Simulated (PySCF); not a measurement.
C4H13NO3Si, SMILES CCO[Si](N)(O)OCC at its GFN2-xTB optimised geometry (Å):

```
22

C     -0.6872     2.4643    -0.3697
C     -0.0115     1.1750    -0.8103
O     -0.4615     0.1132     0.0000
Si     0.0572    -1.4282     0.0000
N     -0.5602    -2.2057     1.4125
O      1.6806    -1.4282     0.0000
O     -0.3653    -2.2681    -1.3306
C     -1.6624    -2.5198    -1.8031
C     -1.5936    -2.9904    -3.2485
H     -0.4466     2.6710     0.6695
H     -0.3462     3.2912    -0.9869
H     -1.7663     2.3713    -0.4624
H      1.0761     1.2590    -0.7173
H     -0.2485     0.9581    -1.8591
H     -0.2848    -1.8181     2.3000
H     -1.5464    -2.4053     1.4362
H      2.1266    -2.2611    -0.1246
H     -2.1266    -3.2912    -1.1758
H     -2.2710    -1.6103    -1.7284
H     -1.1345    -2.2237    -3.8670
H     -2.5932    -3.1985    -3.6205
H     -0.9918    -3.8927    -3.3145
```

Method: CAM-B3LYP/def2-SVP (PySCF).

Map of the electrostatic potential (hartree/e), clipped to [-0.08, 0.12] on the plane z = 1.0 Å:

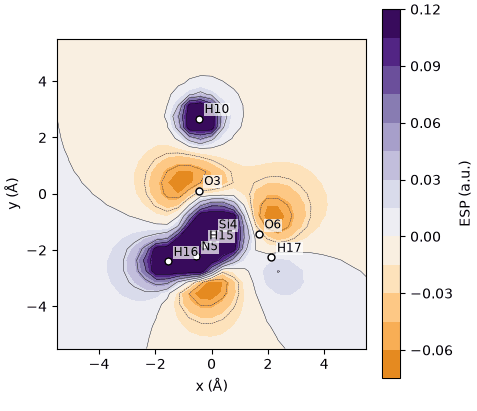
Fig. 1. Electrostatic potential (hartree/e), clipped to [-0.08, 0.12] on the plane z = 1.0 Å.
